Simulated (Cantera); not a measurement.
Charge: 1 mol Si, 7.1 mol HCl, equilibrated at 0.133 bar.

Method: chemical equilibrium by Gibbs-energy minimisation in Cantera with the NASA 1993 tables (ideal gas, pure condensed phases). Candidate condensed phases: Si; 19 gas species. The tables' values for SiCl3 are old estimates; treat these amounts as uncertain. The numbers say what is thermodynamically allowed, not how fast it happens.

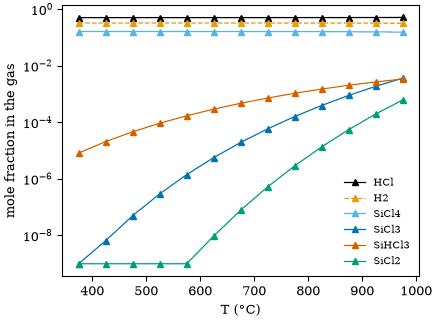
*Equilibrium gas composition (values under 1e-9 drawn at 1e-9)*

Question: Read off the mole fractions at 525 °C.

Answer: HCl about 0.51, H2 about 0.33, SiCl4 about 0.16, SiHCl3 about 9.3e-5, SiCl3 about 3.0e-7.
